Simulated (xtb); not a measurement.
**Frequency calculation, with input and output: Cu$_{2}$F$_{4}$**

- system: Cu$_{2}$F$_{4}$ (Cu2(F)4), multiplicity 3
- method: GFN2-xTB (xtb 6.7.1)

The geometry was optimised with GFN2-xTB.

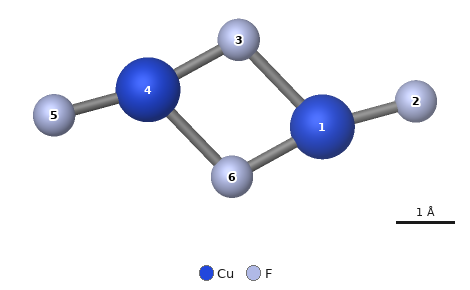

Fig. 1: The input geometry (ball-and-stick view, seen on its broad side; atoms are numbered from 1 in the order of the input). Sticks mark near contacts. Bond lengths as drawn: Cu–F 1.70 to 2.10 Å.

## Input (coord)
```
$coord
      2.213455107035      1.193494328530     -1.528089236156  cu
      3.748857583294      1.899193652510     -4.259404890384  f
     -1.272239216143     -0.699689994904     -1.718157889771  f
     -2.221977771857     -1.178527697623      1.527730188192  cu
     -3.698458587550     -1.992262664148      4.261389102815  f
      1.230343987960      0.777811272896      1.716532725304  f
$end
```

## File input.inp
```
$symmetry
   desy=0.001
$end
```

Machine: 1 thread of Intel Xeon @ 2.70GHz, 189 GiB of memory available, shared host.

Launch command:
```bash
xtb coord -u 2 --hess -I input.inp --gfn 2 > run.log
```

## What the program printed
```
* xtb version 6.7.1
   ID    Z sym.   atoms
    1   29 cu     1, 4
    2    9 f      2, 3, 5, 6

           -------------------------------------------------
          |                Calculation Setup                |
           -------------------------------------------------

          program call               : xtb coord -u 2 --hess -I input.inp --gfn 2
          coordinate file            : coord
          omp threads                :                     1

molecular fragmentation (1/2 indicates fragments):
111112
# atoms in fragment 1/2:     5     1
 fragment masses (1/2) :      184.09       19.00
CMA distance (Bohr)    :   2.483
constraining FC (au)   :  0.0500

           -------------------------------------------------
          |                 G F N 2 - x T B                 |
           -------------------------------------------------

      * Hamiltonian:
        H0-scaling (s, p, d)           1.850000    2.230000    2.230000
        zeta-weighting                 0.500000
      * Dispersion:
        s8                             2.700000
        a1                             0.520000
        a2                             5.000000
        s9                             5.000000
      * Repulsion:
        kExp                           1.500000    1.000000
        rExp                           1.000000
      * Coulomb:
        alpha                          2.000000
        third order                    shell-resolved
        anisotropic                    true
        a3                             3.000000
        a5                             4.000000
        cn-shift                       1.200000
        cn-exp                         4.000000
        max-rad                        5.000000

          ...................................................
          :                      SETUP                      :
          :.................................................:
          :  # basis functions                  36          :
          :  # atomic orbitals                  34          :
          :  # shells                           14          :
          :  # electrons                        50          :
          :  max. iterations                   250          :
          :  Hamiltonian                  GFN2-xTB          :
          :  restarted?                      false          :
          :  GBSA solvation                  false          :
          :  PC potential                    false          :
          :  electronic temp.          300.0000000     K    :
          :  accuracy                    1.0000000          :
          :  -> integral cutoff          0.2500000E+02      :
          :  -> integral neglect         0.1000000E-07      :
          :  -> SCF convergence          0.1000000E-05 Eh   :
          :  -> wf. convergence          0.1000000E-03 e    :
          :  Broyden damping             0.4000000          :
          :  net charge                          0          :
          :  unpaired electrons                  2          :
          ...................................................

 iter      E             dE          RMSdq      gap      omega  full diag
   1    -26.7712786 -0.267713E+02  0.703E+00    9.11       0.0  T
   2    -26.8161140 -0.448355E-01  0.417E+00    9.61       1.0  T
   3    -26.8187138 -0.259977E-02  0.283E+00    9.70       1.0  T
   4    -26.8162616  0.245223E-02  0.173E+00    9.78       1.0  T
   5    -26.8204951 -0.423353E-02  0.729E-01    9.78       1.0  T
   6    -26.8195982  0.896888E-03  0.685E-01    9.81       1.0  T
   7    -26.8210484 -0.145017E-02  0.268E-01    9.77       1.0  T
   8    -26.8210625 -0.140821E-04  0.188E-01    9.75       1.0  T
   9    -26.8211588 -0.963730E-04  0.379E-02    9.75       1.1  T
  10    -26.8211619 -0.310606E-05  0.161E-02    9.75       2.5  T
  11    -26.8211619  0.627041E-07  0.103E-02    9.75       4.0  T
  12    -26.8211620 -0.111086E-06  0.378E-03    9.75      10.8  T
  13    -26.8211620 -0.489847E-07  0.207E-03    9.75      19.7  T
  14    -26.8211621 -0.175503E-07  0.107E-04    9.75     380.9  T
  15    -26.8211621 -0.788702E-11  0.484E-05    9.75     844.3  T

   *** convergence criteria satisfied after 15 iterations ***

         #    Occupation            Energy/Eh            Energy/eV
      -------------------------------------------------------------
         1        2.0000           -0.8627560             -23.4768
       ...           ...                  ...                  ...
        20        2.0000           -0.4910362             -13.3618
        21        2.0000           -0.4796194             -13.0511
        22        2.0000           -0.4787208             -13.0267
        23        2.0000           -0.4768427             -12.9756
        24        1.9998           -0.4753451             -12.9348
        25        1.0002           -0.4588870             -12.4870
        26        1.0000           -0.4508660             -12.2687 (HOMO)
        27                         -0.0926576              -2.5213 (LUMO)
        28                         -0.0803153              -2.1855
        29                         -0.0045871              -0.1248
        30                         -0.0042613              -0.1160
        31                          0.1024578               2.7880
       ...                                ...                  ...
        34                          0.5590982              15.2138
      -------------------------------------------------------------
                  HL-Gap            0.3582083 Eh            9.7473 eV
             Fermi-level           -0.3693867 Eh          -10.0515 eV

 transition dipole moment (au) for excitation:          25          26
     X       Y       Z
   2.1847   1.1650  -1.6282  total (au/Debye):    2.963   7.532
 dE (eV)             :    0.218
 oscillator strength :  0.66405E-01

 SCC (total)                   0 d,  0 h,  0 min,  0.017 sec
 SCC setup                      ...        0 min,  0.000 sec (  0.867%)
 Dispersion                     ...        0 min,  0.000 sec (  0.200%)
 classical contributions        ...        0 min,  0.000 sec (  0.117%)
 integral evaluation            ...        0 min,  0.002 sec ( 11.568%)
 iterations                     ...        0 min,  0.009 sec ( 51.194%)
 molecular gradient             ...        0 min,  0.003 sec ( 19.276%)
 printout                       ...        0 min,  0.003 sec ( 16.608%)

         :::::::::::::::::::::::::::::::::::::::::::::::::::::
         ::                     SUMMARY                     ::
         :::::::::::::::::::::::::::::::::::::::::::::::::::::
         :: total energy             -26.813156276627 Eh    ::
         :: gradient norm              0.000202820118 Eh/a0 ::
         :: HOMO-LUMO gap              9.747345160789 eV    ::
         ::.................................................::
         :: SCC energy               -26.821164257729 Eh    ::
         :: -> isotropic ES            0.161814580858 Eh    ::
         :: -> anisotropic ES          0.001185380301 Eh    ::
         :: -> anisotropic XC         -0.015328074592 Eh    ::
         :: -> dispersion             -0.003320821172 Eh    ::
         :: repulsion energy           0.008007981102 Eh    ::
         :: add. restraining           0.000000000000 Eh    ::
         :: total charge              -0.000000000000 e     ::
         :::::::::::::::::::::::::::::::::::::::::::::::::::::

           -------------------------------------------------
          |                Numerical Hessian                |
           -------------------------------------------------
step length          :   0.00500
SCC accuracy         :   0.30000
Hessian scale factor :   1.00000
frozen atoms in %    :   0.00000    0
RMS gradient         :   0.00020
estimated CPU  time      0.01 min

writing file <hessian>.

 projected vibrational frequencies (cm⁻¹)
eigval :       -0.00    -0.00     0.00     0.00     0.00     0.00
eigval :       50.65    91.76   103.25   110.21   145.78   193.26
eigval :      194.59   249.86   388.22   416.32   572.35   572.86
           -------------------------------------------------
          |                Property Printout                |
           -------------------------------------------------

    * Orbital Energies and Occupations

         #    Occupation            Energy/Eh            Energy/eV
      -------------------------------------------------------------
         1        2.0000           -0.8627560             -23.4768
       ...           ...                  ...                  ...
        14        2.0000           -0.5178141             -14.0904
        15        2.0000           -0.5168534             -14.0643
        16        2.0000           -0.5160788             -14.0432
        17        2.0000           -0.4935411             -13.4299
        18        2.0000           -0.4932840             -13.4229
        19        2.0000           -0.4912467             -13.3675
        20        2.0000           -0.4910361             -13.3618
        21        2.0000           -0.4796192             -13.0511
        22        2.0000           -0.4787207             -13.0267
        23        2.0000           -0.4768425             -12.9755
        24        1.9998           -0.4753450             -12.9348
        25        1.0002           -0.4588870             -12.4870
        26        1.0000           -0.4508660             -12.2687 (HOMO)
        27                         -0.0926572              -2.5213 (LUMO)
        28                         -0.0803149              -2.1855
        29                         -0.0045872              -0.1248
        30                         -0.0042614              -0.1160
        31                          0.1024579               2.7880
        32                          0.2285361               6.2188
        33                          0.4715071              12.8304
        34                          0.5590984              15.2138
      -------------------------------------------------------------
                  HL-Gap            0.3582088 Eh            9.7474 eV
             Fermi-level           -0.3693865 Eh          -10.0515 eV

     #   Z          covCN         q      C6AA      α(0)
     1  29 cu       1.915     0.761   137.491    26.700
     2   9 f        0.700    -0.370    13.156     4.283
     3   9 f        1.167    -0.392    13.404     4.326
     4  29 cu       1.914     0.761   137.490    26.700
     5   9 f        0.700    -0.370    13.156     4.283
     6   9 f        1.166    -0.392    13.404     4.326

 Mol. C6AA /au·bohr⁶  :       1355.091105
 Mol. C8AA /au·bohr⁸  :      70884.977374
 Mol. α(0) /au        :         70.617508

Wiberg/Mayer (AO) data.
largest (>0.10) Wiberg bond orders for each atom

 ---------------------------------------------------------------------------
     #   Z sym  total        # sym  WBO       # sym  WBO       # sym  WBO
 ---------------------------------------------------------------------------
     1  29 cu   1.982 --     2 f    0.948     6 f    0.631     3 f    0.336
     2   9 f    1.007 --     1 cu   0.948
     3   9 f    1.042 --     4 cu   0.631     1 cu   0.336
     4  29 cu   1.981 --     5 f    0.948     3 f    0.631     6 f    0.335
     5   9 f    1.007 --     4 cu   0.948
     6   9 f    1.042 --     1 cu   0.631     4 cu   0.335
 ---------------------------------------------------------------------------

Topologies differ in total number of bonds
Writing topology from bond orders to xtbtopo.mol

molecular dipole:
                 x           y           z       tot (Debye)
 q only:       -0.009       0.015      -0.000
   full:       -0.011       0.019      -0.001       0.056
molecular quadrupole (traceless):
                xx          xy          yy          xz          yz          zz
 q only:        2.641      -3.111       6.993       7.327       3.563      -9.634
  q+dip:        3.467      -4.004       9.106      10.016       4.902     -12.572
   full:        4.342      -3.712       9.672      10.938       5.363     -14.014

           -------------------------------------------------
Molecule has no symmetry elements
It seems to be the C1 point group
          |               Frequency Printout                |
           -------------------------------------------------
 projected vibrational frequencies (cm⁻¹)
eigval :       -0.00    -0.00     0.00     0.00     0.00     0.00
eigval :       50.65    91.76   103.25   110.21   145.78   193.26
eigval :      194.59   249.86   388.22   416.32   572.35   572.86
 reduced masses (amu)
   1: 30.42   2: 45.87   3: 43.51   4: 37.55   5: 42.79   6: 39.68   7: 19.61   8: 23.06
   9: 46.06  10: 43.58  11: 39.81  12: 31.43  13: 35.06  14: 22.59  15: 21.33  16: 19.46
  17: 33.53  18: 33.91
 IR intensities (km·mol⁻¹)
   1:  0.00   2:  0.00   3:  0.00   4:  0.00   5:  0.00   6:  0.00   7:  2.17   8: 13.43
   9:  0.00  10:  0.00  11:  0.03  12: 62.17  13: 59.75  14:  0.01  15: 11.48  16:  0.00
  17:201.49  18:  0.73
 Raman intensities (Ä⁴*amu⁻¹)
   1:  0.00   2:  0.00   3:  0.00   4:  0.00   5:  0.00   6:  0.00   7:  0.00   8:  0.00
   9:  0.00  10:  0.00  11:  0.00  12:  0.00  13:  0.00  14:  0.00  15:  0.00  16:  0.00
  17:  0.00  18:  0.00
 output can be read by thermo (or use thermo option).
 writing <g98.out> molden fake output.
 recommended (thermochemical) frequency scaling factor: 1.0
           -------------------------------------------------
          |             Thermodynamic Functions             |
           -------------------------------------------------

c1  symmetry found (for desy threshold:  0.10E-02) used in thermo

          ...................................................
          :                      SETUP                      :
          :.................................................:
          :  # frequencies                          12      :
          :  # imaginary freq.                       0      :
          :  linear?                             false      :
          :  only rotor calc.                    false      :
          :  symmetry                               c1      :
          :  rotational number                       1      :
          :  scaling factor                  1.0000000      :
          :  rotor cutoff                   50.0000000 cm⁻¹ :
          :  imag. cutoff                  -20.0000000 cm⁻¹ :
          :.................................................:

    mode    ω/cm⁻¹     T·S(HO)/kcal·mol⁻¹    T·S(FR)/kcal·mol⁻¹   T·S(vib)
   ------------------------------------------------------------------------
       1     50.65    -1.42868 ( 51.29%)    -1.05252 ( 48.71%)    -1.24546
       2     91.76    -1.07995 ( 91.90%)    -0.87658 (  8.10%)    -1.06348
       3    103.25    -1.01133 ( 94.79%)    -0.84164 (  5.21%)    -1.00248
       4    110.21    -0.97353 ( 95.94%)    -0.82233 (  4.06%)    -0.96739
       5    145.78    -0.81293 ( 98.64%)    -0.73948 (  1.36%)    -0.81193
       6    193.26    -0.65483 ( 99.55%)    -0.65597 (  0.45%)    -0.65483
       7    194.59    -0.65106 ( 99.57%)    -0.65394 (  0.43%)    -0.65107
       8    249.86    -0.51627 ( 99.84%)    -0.57989 (  0.16%)    -0.51637
   ------------------------------------------------------------------------

   temp. (K)  partition function   enthalpy   heat capacity  entropy
                                   cal/mol     cal/K/mol   cal/K/mol   J/K/mol
 298.15  VIB   947.                 3935.756     19.632     26.097
         ROT  0.435E+06              888.752      2.981     28.780
         INT  0.412E+09             4824.509     22.613     54.877
         TR   0.280E+28             1481.254      4.968     41.811
         TOT                        6305.7626    27.5809    96.6883   404.5438

       T/K    H(0)-H(T)+PV         H(T)/Eh          T*S/Eh         G(T)/Eh
   ------------------------------------------------------------------------
    298.15    0.100489E-01    0.170864E-01    0.459397E-01   -0.288534E-01
   ------------------------------------------------------------------------

         :::::::::::::::::::::::::::::::::::::::::::::::::::::
         ::                  THERMODYNAMIC                  ::
         :::::::::::::::::::::::::::::::::::::::::::::::::::::
         :: total free energy         -26.842009628823 Eh   ::
         ::.................................................::
         :: total energy              -26.813156276630 Eh   ::
         :: zero point energy           0.007037499763 Eh   ::
         :: G(RRHO) w/o ZPVE           -0.035890851956 Eh   ::
         :: G(RRHO) contrib.           -0.028853352193 Eh   ::
         :::::::::::::::::::::::::::::::::::::::::::::::::::::

           -------------------------------------------------
          | TOTAL ENERGY              -26.813156276630 Eh   |
          | TOTAL ENTHALPY            -26.796069904525 Eh   |
          | TOTAL FREE ENERGY         -26.842009628823 Eh   |
          | GRADIENT NORM               0.000202852863 Eh/α |
          | HOMO-LUMO GAP               9.747357441866 eV   |
           -------------------------------------------------

------------------------------------------------------------------------
------------------------------------------------------------------------
 total:
 *  cpu-time:     0 d,  0 h,  0 min,  0.435 sec
 * ratio c/w:     1.000 speedup
 SCF:
 *  cpu-time:     0 d,  0 h,  0 min,  0.017 sec
 * ratio c/w:     1.000 speedup
 analytical hessian:
 *  cpu-time:     0 d,  0 h,  0 min,  0.395 sec
 * ratio c/w:     1.000 speedup
```

## File vibspectrum
```
$vibrational spectrum
#  mode     symmetry     wave number   IR intensity    selection rules
#                         cm**(-1)      (km*mol⁻¹)        IR
     1                      -0.00         0.00000          -
     2                      -0.00         0.00000          -
     3                       0.00         0.00000          -
     4                       0.00         0.00000          -
     5                       0.00         0.00000          -
     6                       0.00         0.00000          -
     7        a             50.65         2.16852         YES
     8        a             91.76        13.43493         YES
     9        a            103.25         0.00161         NO
    10        a            110.21         0.00107         NO
    11        a            145.78         0.02533         YES
    12        a            193.26        62.17402         YES
    13        a            194.59        59.75386         YES
    14        a            249.86         0.00567         NO
    15        a            388.22        11.47773         YES
    16        a            416.32         0.00057         NO
    17        a            572.35       201.49330         YES
    18        a            572.86         0.72507         YES
$end
```

## Standard error
```
normal termination of xtb
```

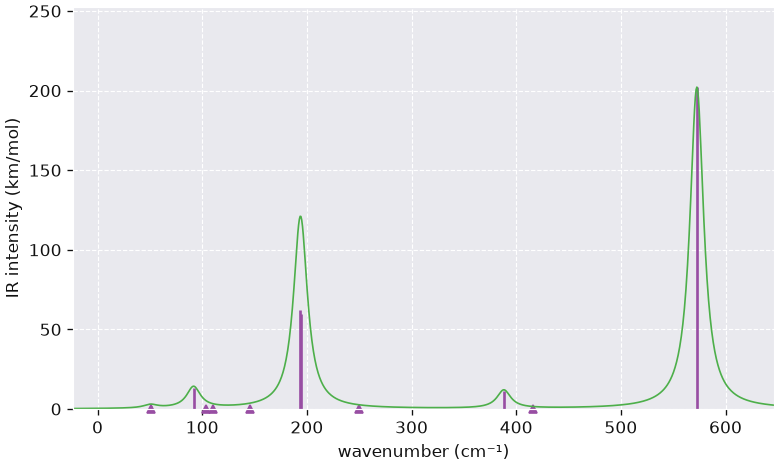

Fig. 2: Harmonic infrared spectrum, unscaled: sticks (degenerate modes added up, dark ones marked on the axis) with a Lorentzian envelope of 16 cm⁻¹ full width, scaled to the tallest stick. 12 modes from 51 to 573 cm⁻¹, none imaginary. The strongest line is at 573 cm⁻¹ (202 km/mol). All modes, in cm⁻¹ (km/mol): 51 (2.2), 92 (13.4), 103 (0.0), 110 (0.0), 146 (0.0), 193 (62), 195 (60), 250 (0.0), 388 (11.5), 416 (0.0), 572 (201), 573 (0.7).

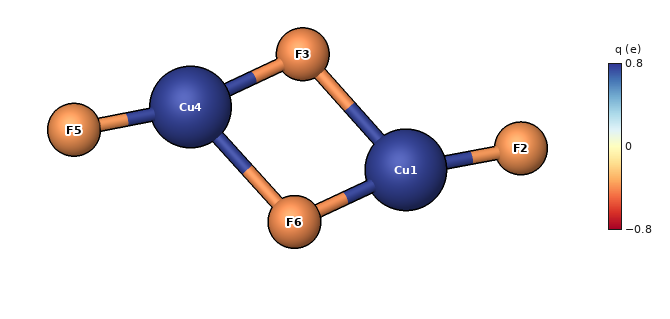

Fig. 3: Mulliken charges, as the colour of each atom (ball-and-stick view, seen at a tilt; atoms are numbered from 1 in the order of the input). By element: Cu +0.76 and F −0.39 to −0.37 e.

## Results in brief

- outcome: converged
- electrons treated: 50
- total energy: −26.813156 hartree
- dispersion energy: −0.003321 hartree
- basis functions: 36
- zero-point energy: 0.007037 hartree
- dipole moment: 0.06 D
- wavenumbers, lowest and highest: 51 and 573 cm⁻¹
- peak memory: 0.072 GiB

## Notes

Settings chosen away from the usual ones: method = gfn2-xtb; task = frequencies; x = {"symmetry_threshold": 0.001}; geo = {"prev": "A"}. The record of the run, not the program, notes: no spin polarisation: high-spin states lie too high.
